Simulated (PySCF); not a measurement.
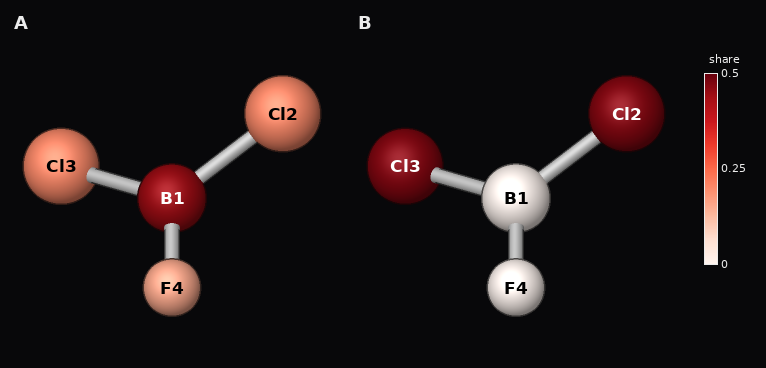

Each panel colours the atoms by their Löwdin share in one orbital (up to four of the largest shares; other atoms are shown as zero). The geometry was computed by an optimisation with PBE0-D3(BJ)/def2-SVP. No frequency run is at hand to confirm it as a minimum. Computed with ωB97X-D/def2-SVPD (PySCF 2.14.0).

### The panels show the HOMO, LUMO, in some order. Which is which?

A: LUMO, 0.69 eV; B1 0.45, Cl2 0.20, Cl3 0.20, F4 0.15
B: HOMO, −11.42 eV; Cl3 0.47, Cl2 0.47
